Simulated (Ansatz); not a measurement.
**Quasi-harmonic thermodynamics of KF (Carobbiite, Fm-3m)**

How much does KF (Carobbiite) expand with temperature?

Measurements to reproduce:
- volume expansion coefficient 104.4 1e-6/K and heat capacity C_P per formula unit 49 J/mol/K near room temperature (given in “High-Throughput Prediction of Finite-Temperature Properties using the Quasi-Harmonic Approximation”, 2016, arXiv:1603.06924)
- volume expansion coefficient 95.1 1e-6/K near room temperature (given in “Descriptors for thermal expansion in solids”, 2017, arXiv:1701.03966)

Main program and level: Ansatz 0.2.0; DFT PBE, scalar-relativistic, plane waves, PAW, in the first sound run; inputs show where later runs differ.

### Step 1. The starting structure

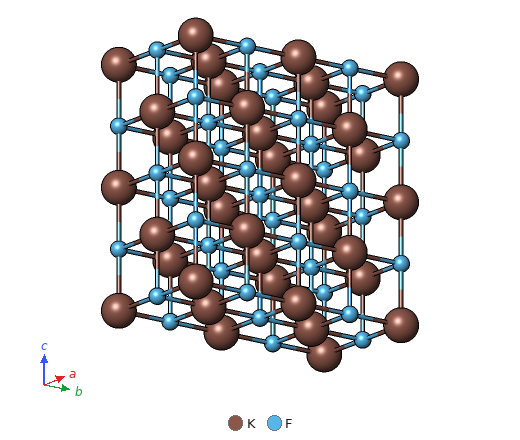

Start, viewed from a free direction; potassium brown, fluorine blue. 1×2×2 cells are drawn. This picture shows the conventional cell, with its axes. Some periodic images of atoms are drawn too.

As a file:

```cif
data_structure
_symmetry_space_group_name_H-M 'Fm-3m'
_symmetry_Int_Tables_number 225
_cell_length_a 5.3437
_cell_length_b 5.3437
_cell_length_c 5.3437
_cell_angle_alpha 90.000
_cell_angle_beta 90.000
_cell_angle_gamma 90.000
_cell_volume 152.59
loop_
_atom_site_label
_atom_site_type_symbol
_atom_site_symmetry_multiplicity
_atom_site_Wyckoff_symbol
_atom_site_fract_x
_atom_site_fract_y
_atom_site_fract_z
_atom_site_occupancy
K1 K 4 a 0.00000 0.00000 0.00000 1
F1 F 4 b 0.50000 0.00000 0.00000 1
```

### Step 2. A first coarse run

A cheap single point shows whether the cell is a metal or an insulator and how far it is from rest; that sets the k-mesh and the occupations of what follows.

Contents of input.yaml:

```yaml
crystal:
  lattice:
    - [0.0, 2.67185, 2.67185]
    - [2.67185, 0.0, 2.67185]
    - [2.67185, 2.67185, 0.0]
  atoms:
    - { symbol: K, position: [0.0, 0.0, 0.0] }
    - { symbol: F, position: [0.5, 0.5, 0.5] }
kpoints:
  mp_grid: { grid: [6, 6, 6] }
hamiltonian:
  xc: pbe
scf:
  occupations: { method: gaussian, width: 0.1 }
output:
  forces: true
  stress: true
  eigenvalues: true
```

The run is started by

```console
ansatz run input.yaml --threads 4 --pin off --max-ram 8192MiB --backend cpu --events-out ev --progress --plain --runs-dir out
```

Numbers of over 12 decimals in the logs are rounded to 6 here.

Log:

```text
Engine: ansatz 0.2.0, aarch64-unknown-linux-gnu
Pseudopotentials: kind: paw
Pseudopotential: K, paw, valence charge 9, recommended cutoff 420 eV (normal), K.paw.azcp
Pseudopotential: F, paw, valence charge 7, recommended cutoff 420 eV (normal), F.paw.azcp
Functional definition: PBE
  parameter kappa = 0.804
  parameter beta = 0.066725
  exchange = pbe_x(kappa = kappa, mu = beta*pi^2/3)
  correlation = pbe_c(beta = beta)
Crystal: 2 atoms, lattice volume = 38.148 Å³
Basis set: ecut = 420 eV, 725 PW (Γ), exchange–correlation on 54×54×54 points (8 copies of the dense FFT grid, shifted against one another)
Bands: 12, of which v1, the nominal top of the filled ones, is band 8 counted from 1 (7 counted from 0)
Symmetry: 48 space group operations
Space group: Fm-3m (ITA 225), of the structure as read, at distance tolerance 3.4e-5 Å
k-points: 16 of 216
Non-local potential: K, projectors of the file, l = 0: 3, l = 1: 2, l = 2: 2
Non-local potential: F, projectors of the file, l = 0: 2, l = 1: 2, l = 2: 1
PAW form: soft (Blöchl's): semilocal exchange-correlation on the pseudo side does not see the compensation charge
PAW one-centre angular grid: K, 110 points (default); XC on 64 Gauss nodes
PAW one-centre angular grid: F, 110 points (default); XC on 64 Gauss nodes
Initial density: superposition of atomic densities (neutral atoms: chi_scale 0, normalization atom), corrected by the library's trained network
Initial wavefunctions: pseudopotential atomic-orbital guess
Functional: x = pbe(κ = 0.804, μ = 0.219515), c = pbe(β = 0.066725)
SCF iter   1: F=—  HF=-2348.796118 eV  |F-HF|=—  |Δ(HF+E_count)|=         —  Δρ=6.44e-4  dr2=7.27e-5  ethr=1.77e-3  ⟨swp⟩=5.5  Hψ=1178  notcnv=0
preconditioner: auto → none  [insulator: Δε(μ)=6.179 eV  Ē_g=17.604 eV  σ=0.100 eV  W_gap=1.00  n_scr=14 (ndim 8)  ℏωp=22.5 eV  f_vac=0.122  D(μ)=0.00/eV (n_scr^D=0)  ε∞_Penn≈2.6]
SCF iter   2: F=—  HF=-2348.796082 eV  |F-HF|=—  |Δ(HF+E_count)|=   3.58e-5  Δρ=9.96e-4  dr2=2.88e-4  ethr=4.54e-7  ⟨swp⟩=2.3  Hψ=459  notcnv=0
SCF iter   3: F=—  HF=-2348.796035 eV  |F-HF|=—  |Δ(HF+E_count)|=   4.71e-5  Δρ=4.09e-4  dr2=5.48e-5  ethr=4.54e-7  ⟨swp⟩=2.0  Hψ=304  notcnv=0
SCF iter   4: F=—  HF=-2348.796061 eV  |F-HF|=—  |Δ(HF+E_count)|=   2.55e-5  Δρ=2.04e-4  dr2=1.07e-5  ethr=3.43e-7  ⟨swp⟩=2.0  Hψ=304  notcnv=0
SCF iter   5: F=—  HF=-2348.796062 eV  |F-HF|=—  |Δ(HF+E_count)|=   1.16e-6  Δρ=1.42e-4  dr2=5.62e-6  ethr=6.71e-8  ⟨swp⟩=1.0  Hψ=192  notcnv=0
SCF iter   6: F=—  HF=-2348.796061 eV  |F-HF|=—  |Δ(HF+E_count)|=   9.67e-7  Δρ=7.16e-5  dr2=1.49e-6  ethr=3.51e-8  ⟨swp⟩=1.0  Hψ=192  notcnv=0
SCF iter   7: F=-2348.796060 eV  HF=-2348.796060 eV  |F-HF|=2.94e-8  |Δ(HF+E_count)|=   3.55e-7  Δρ=1.08e-5  dr2=3.48e-8  ethr=6.25e-10  ⟨swp⟩=3.0  Hψ=705  notcnv=0
SCF 1 converged in 7 iterations: F = -2348.796060 eV  dr2 = 3.48e-8
  greatest PAW one-centre occupation: 0.988 electrons in one spin orbital (limit 2), on the K atom at site 0 (counted from 0), in its partial waves of l = 0
SCF converged after 7 iterations
Free energy (F): -2348.796060 eV
Harris-Foulkes:  -2348.796060 eV  (|F-HF|=2.94e-8)
Internal energy: -2348.796060 eV  (E = F + TS)
E sigma→0 (E₀):  -2348.796060 eV
Fermi energy:    4.553024 eV
--- Per-component energies (eV) ---
  E_band       = -125.163382
  E_kinetic    = 462.340393
  E_local      = -1111.070719  (includes V_loc(G=0)·N_el)
  E_nonlocal   = 85.954198
  E_hartree    = 400.710060
  E_xc         = -216.471917
  E_vxc        = -269.093073  (∫ρ·V_xc dr)
  E_paw        = -982.198204  (= ΣΔE_a)
  E_vpaw       = -94.711530  (= ΣTr[D̂ρ^β])
  E_aug_tail   = 0.002067  (compensation charges beyond the density's cutoff)
  E_ewald      = -988.061939
  E_smearing   = -0.000000  (= −TS)
  E_closure    = 0.000000  (closes the sum)
  Σ components = -2348.796060   (vs F -2348.796060, Δ=0.00e0)
--- Forces (eV/Å), atoms counted from 1 ---
  atom   1  K     -0.00000000     0.00000000     0.00000000
  atom   2  F      0.00000000    -0.00000000     0.00000000
  max |Σ_I F_I| component: 2.02e-29 eV/Å
--- Stress (GPa, compression-positive) ---
        1.380332       0.000000      -0.000000
        0.000000       1.380332      -0.000000
       -0.000000      -0.000000       1.380332
  P = ⅓ Tr σ = 1.3803 GPa (13.803 kbar)
--- Band table (eV; the first three rows and the last of 16) ---
  k-point 0: bands = [... 4 lower, -7.9124, 1.4613, 1.4613, 1.4613, 7.6430, 12.1368, 12.1368, 12.1368]
  k-point 1: bands = [... 4 lower, -7.9217, 1.2296, 1.3715, 1.3715, 8.3847, 11.7593, 12.4903, 12.4903]
  k-point 2: bands = [... 4 lower, -7.9400, 0.8412, 1.1979, 1.1979, 9.9348, 11.5483, 13.1931, 13.1931]
  k-point 15: bands = [... 4 lower, -8.0310, 1.1429, 1.2689, 1.3429, 10.4143, 12.0808, 12.4002, 14.8955]
```

Wall time 0.53 s (4 threads of Arm Neoverse N1, shared host); peak memory 0.26 GiB.

Numbers from this step:

| Item | Value |
| --- | --- |
| pressure | 1.380 GPa |
| gap on the k-mesh | 6.182 eV |
| volume per atom | 19.07 Å³ |

The start is under 1.4 GPa at this level and looks like an insulator or semiconductor on this mesh.

### Step 3. Finding the static equilibrium

Phonons are second derivatives about a minimum, so cell and atoms are relaxed first, inside the symmetry of the start.

input.yaml, the sections that differ from step 2:

```yaml
kpoints:
  mp_grid: { grid: [8, 8, 8] }
scf:
  occupations: { method: gaussian, width: 0.02 }
relax:
  adjacent_minimum: "off"
  f_tol: 0.005
  max_steps: 80
  cell: { stress_tol: 0.05 }
# crystal, hamiltonian, output: as in step 2
```

Log:

```text
[...]
Crystal: 2 atoms, lattice volume = 38.148 Å³
Basis set: ecut = 420 eV, 725 PW (Γ), exchange–correlation on 54×54×54 points (8 copies of the dense FFT grid, shifted against one another)
Bands: 12, of which v1, the nominal top of the filled ones, is band 8 counted from 1 (7 counted from 0)
Symmetry: 48 space group operations
[...]
k-points: 29 of 512
[...]
SCF iter   1: F=—  HF=-2348.796170 eV  |F-HF|=—  |Δ(HF+E_count)|=         —  Δρ=6.33e-4  dr2=7.12e-5  ethr=1.77e-3  ⟨swp⟩=6.1  Hψ=2282  notcnv=0
[...]
SCF iter   8: F=-2348.796122 eV  HF=-2348.796122 eV  |F-HF|=6.81e-9  |Δ(HF+E_count)|=   2.95e-8  Δρ=5.08e-6  dr2=7.90e-9  ethr=6.25e-10  ⟨swp⟩=4.6  Hψ=1295  notcnv=0
SCF 1 converged in 8 iterations: F = -2348.796122 eV  dr2 = 7.90e-9
[...]
relax step   1: F+E_penalty+E_count = -2348.79612162 eV  Δ(F+E_penalty+E_count) = +0.000e0 eV  max|allowed force component| = 8.086e-30 eV/Å  Δτ_max = 0.0000 Å  P = +1.382 GPa  Ω = 38.148 Å³  (8 SCF iters, dr2 threshold 1.00e-7 eV, accepted)
Crystal: 2 atoms, lattice volume = 39.750 Å³
Basis set: ecut = 420 eV, 749 PW (Γ), exchange–correlation on 54×54×54 points (8 copies of the dense FFT grid, shifted against one another)
[...]
iter 1 solved again at ethr=3.11e-5 eV; its pass at ethr=3.10e-3 eV (dr2=4.97e-3 eV) is discarded
[...]
SCF iter   5: F=-2348.799130 eV  HF=-2348.799130 eV  |F-HF|=2.05e-7  |Δ(HF+E_count)|=   3.18e-6  Δρ=1.86e-5  dr2=9.31e-8  ethr=1.25e-9  ⟨swp⟩=3.4  Hψ=1709  notcnv=0
SCF 2 converged in 5 iterations: F = -2348.799130 eV  dr2 = 9.31e-8
[...]
relax step   2: F+E_penalty+E_count = -2348.79913018 eV  Δ(F+E_penalty+E_count) = -3.009e-3 eV  max|allowed force component| = 1.262e-28 eV/Å  Δτ_max = 0.0000 Å  P = -0.146 GPa  Ω = 39.750 Å³  energy of the carried Pulay correction = -2.957e-3 eV  (5 SCF iters, dr2 threshold 2.00e-7 eV, accepted)
Crystal: 2 atoms, lattice volume = 39.591 Å³
[...]
SCF iter   4: F=-2348.799495 eV  HF=-2348.799495 eV  |F-HF|=5.59e-9  |Δ(HF+E_count)|=   2.94e-7  Δρ=1.41e-5  dr2=2.89e-8  ethr=3.35e-10  ⟨swp⟩=2.6  Hψ=1281  notcnv=0
SCF 3 converged in 4 iterations: F = -2348.799495 eV  dr2 = 2.89e-8
relax step   3: F+E_penalty+E_count = -2348.79949452 eV  Δ(F+E_penalty+E_count) = -3.643e-4 eV  max|allowed force component| = 8.433e-30 eV/Å  Δτ_max = 0.0000 Å  P = -0.006 GPa  Ω = 39.591 Å³  energy of the carried Pulay correction = -2.668e-3 eV  (4 SCF iters, dr2 threshold 5.36e-8 eV, accepted)
[...]
relax step   4: F+E_penalty+E_count = -2348.80283211 eV  Δ(F+E_penalty+E_count) = -3.338e-3 eV  max|allowed force component| = 9.729e-30 eV/Å  Δτ_max = 0.0000 Å  P = +0.172 GPa  Ω = 39.591 Å³  stress off target by 1.72e-1 GPa  SCF on the basis re-selected at this cell (its energy is not comparable with the rows above)  (6 SCF iters)
[...]
relax step   5: F+E_penalty+E_count = -2348.80259635 eV  Δ(F+E_penalty+E_count) = +2.358e-4 eV  max|allowed force component| = 8.308e-30 eV/Å  Δτ_max = 0.0000 Å  P = +0.026 GPa  Ω = 39.777 Å³  energy of the carried Pulay correction = -3.504e-4 eV  (4 SCF iters, dr2 threshold 7.40e-8 eV, accepted)
[...]
SCF iter   1: F=—  HF=-2348.802984 eV  |F-HF|=—  |Δ(HF+E_count)|=         —  Δρ=3.16e-5  dr2=9.44e-8  ethr=1.47e-6  ⟨swp⟩=2.3  Hψ=3025  notcnv=0
eigensolver tolerance schedule: the retry pair's looser diagonalisation over-reported the residual by 2483.82 of it (diagonalisation noise at an unbounded share of the residual, at the tolerance the schedule requests for it); recorded, not acted on — ethr = c·dr2/N_el stays at c = 1.0e-1
[...]
SCF iter   2: F=—  HF=-2348.802971 eV  |F-HF|=—  |Δ(HF+E_count)|=   1.28e-5  Δρ=1.91e-5  dr2=8.80e-8  ethr=5.90e-10  ⟨swp⟩=2.1  Hψ=587  notcnv=0
[...]
SCF iter   6: F=-2348.802971 eV  HF=-2348.802971 eV  |F-HF|=2.73e-12  |Δ(HF+E_count)|=  5.59e-11  Δρ=4.87e-8  dr2=4.27e-13  ethr=1.00e-12  ⟨swp⟩=4.0  Hψ=1550  notcnv=0
SCF 6 converged in 6 iterations: F = -2348.802971 eV  dr2 = 4.27e-13
relax step   6: F+E_penalty+E_count = -2348.80297140 eV  Δ(F+E_penalty+E_count) = -3.750e-4 eV  max|allowed force component| = 7.724e-30 eV/Å  Δτ_max = 0.0000 Å  P = +0.034 GPa  Ω = 39.777 Å³  stress off target by 3.41e-2 GPa  SCF on the basis re-selected at this cell (its energy is not comparable with the rows above)  (6 SCF iters)
[...]
SCF converged after 6 iterations
Free energy (F): -2348.802971 eV
[...]
Internal energy: -2348.802971 eV  (E = F + TS)
E sigma→0 (E₀):  -2348.802971 eV
Fermi energy:    4.163015 eV
[...]
--- Stress (GPa, compression-positive) ---
        0.034071      -0.000000      -0.000000
        0.000000       0.034071       0.000000
       -0.000000       0.000000       0.034071
  P = ⅓ Tr σ = 0.0341 GPa (0.341 kbar)
--- Band table (eV; the first three rows and the last of 29) ---
  k-point 0: bands = [... 4 lower, -8.3421, 1.1798, 1.1798, 1.1798, 7.1462, 11.7353, 11.7353, 11.7353]
  k-point 1: bands = [... 4 lower, -8.3472, 1.0476, 1.1317, 1.1317, 7.5630, 11.4920, 11.9320, 11.9320]
  k-point 2: bands = [... 4 lower, -8.3594, 0.7685, 1.0190, 1.0190, 8.6119, 11.1394, 12.4144, 12.4144]
  k-point 28: bands = [... 4 lower, -8.4237, 0.8058, 1.0063, 1.0063, 10.7715, 10.7715, 12.1373, 14.2179]
--- Relaxed structure (4 steps of the walk, 4 accepted, 2 SCFs on fresh bases) ---
  F+E_penalty+E_count = -2348.80297140 eV   max|allowed force component| = 7.724e-30 eV/Å   (the final SCF, on the basis selected at the relaxed cell)
  cell:  # Å, volume = 39.7771 Å³
    - [0, 2.709366, 2.709366]
    - [2.709366, 0, 2.709366]
    - [2.709366, 2.709366, 0]
  atoms:
    - { symbol: K, position: [0, 0, 0] }
    - { symbol: F, position: [0.5, 0.5, 0.5] }
```

It took 3.8 s on 4 threads; peak memory 0.29 GiB; 11 s of CPU time.

The steps of the relaxation:

```
step  energy less that of the first step (eV)  largest force component (eV/Å)  pressure (GPa)  volume (Å³)
   1                                   0.0000                          0.0000            1.38        38.15
   2                                  -0.0030                          0.0000           -0.15        39.75
   3                                  -0.0034                          0.0000           -0.01        39.59
  4*                                  -0.0067                          0.0000            0.17        39.59
   5                                  -0.0065                          0.0000            0.03        39.78
  6*                                  -0.0068                          0.0000            0.03        39.78
```

Relaxation steps marked * repeat the geometry before them on a plane-wave basis chosen anew for their cell, so energy and pressure can jump there.

The run keeps the 48 symmetry operations that it works with, so distortions that break them were not tested.

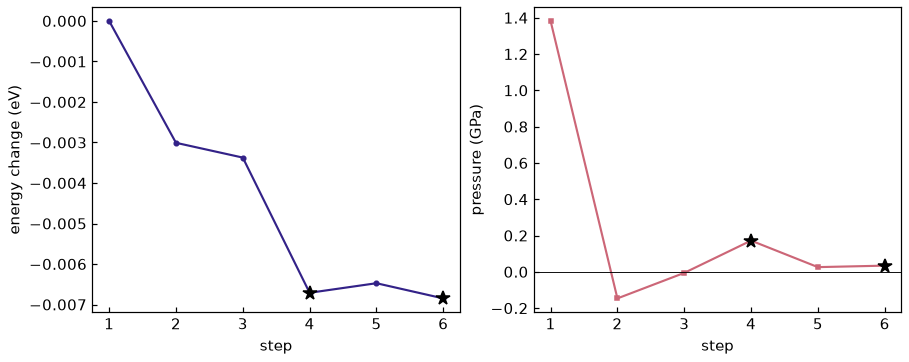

Energy and pressure along the relaxation. Stars mark steps on a basis chosen anew.

```
conventional cell, symmetrised  before  after  change
                         a (Å)   5.344  5.419  +1.4 %
                         b (Å)   5.344  5.419  +1.4 %
                         c (Å)   5.344  5.419  +1.4 %
              volume (Å³/atom)   19.07  19.89  +4.3 %
```

Final coordinates:

```cif
data_structure
_symmetry_space_group_name_H-M 'P 1'
_symmetry_Int_Tables_number 1
_cell_length_a 3.8316
_cell_length_b 3.8316
_cell_length_c 3.8316
_cell_angle_alpha 60.000
_cell_angle_beta 60.000
_cell_angle_gamma 60.000
_cell_volume 39.78
loop_
_atom_site_label
_atom_site_type_symbol
_atom_site_fract_x
_atom_site_fract_y
_atom_site_fract_z
_atom_site_occupancy
K1 K 0.00000 0.00000 0.00000 1
F2 F 0.50000 0.50000 0.50000 1
```

This step gave:

- pressure: 0.03407 GPa
- gap on the k-mesh: 5.966 eV
- volume per atom: 19.89 Å³

The relaxation ends with a pressure of 0.03 GPa.

### Step 4. Tight relaxation

The thresholds are tightened for a last relaxation ahead of the phonons, and where mesh or smearing change with them the cell follows.

input.yaml, the sections that differ from step 3:

```yaml
crystal:
  lattice:
    - [0.0, 2.7093664388, 2.7093664388]
    - [2.7093664388, 0.0, 2.7093664388]
    - [2.7093664388, 2.7093664388, 0.0]
  atoms:
    - { symbol: K, position: [0.0, 0.0, 0.0] }
    - { symbol: F, position: [0.5, 0.5, 0.5] }
scf:
  occupations: { method: fixed }
relax:
  adjacent_minimum: "off"
  f_tol: 0.001
  max_steps: 60
  cell: { stress_tol: 0.01 }
# kpoints, hamiltonian, output: as in step 3
```

Log:

```text
[...]
Crystal: 2 atoms, lattice volume = 39.777 Å³
Basis set: ecut = 420 eV, 749 PW (Γ), exchange–correlation on 54×54×54 points (8 copies of the dense FFT grid, shifted against one another)
Bands: 12, of which v1, the nominal top of the filled ones, is band 8 counted from 1 (7 counted from 0)
Symmetry: 48 space group operations
[...]
k-points: 29 of 512
[...]
k-point 28: bands = [... 4 lower, -8.4349, 0.7993, 0.9987, 0.9987, 10.7602, 10.7602, 12.1238, 14.2024]
--- Relaxed structure (2 steps of the walk, 2 accepted, 1 SCFs on fresh bases) ---
[...]
cell:  # Å, volume = 39.8217 Å³
    - [0, 2.710378, 2.710378]
    - [2.710378, 0, 2.710378]
    - [2.710378, 2.710378, 0]
  atoms:
    - { symbol: K, position: [0, 0, 0] }
    - { symbol: F, position: [0.500000, 0.500000, 0.500000] }
[key lines of the parts left out:]
SCF converged after 8 iterations
Free energy (F): -2348.802966 eV
Fermi energy:    1.172489 eV
P = ⅓ Tr σ = 0.0016 GPa (0.016 kbar)
```

The job ended after 2 s (4 threads; peak memory 0.29 GiB; 6 s of CPU time).

Little changed from the start: no atom moved by 0.005 Å and no cell edge by 0.1 %.

This step gave:

| Item | Value |
| --- | --- |
| pressure | 0.001586 GPa |
| gap on the k-mesh | 5.961 eV |
| volume per atom | 19.91 Å³ |

The residual pressure is 0.0016 GPa, small enough for phonons.

(Continued in part 2 of 3.)

[Logs are printed without paths, hosts, clocks, repeated set-up lines and the standing remarks that a program may print on its own settings, such as how far it seeks lower states.]

[Hosts, paths, dates, database ids (printed as entryN), source tags and the programs' standing remarks are cut or masked in the printed files.]

[A step with changed settings may run another functional than the one named; its input shows which.]
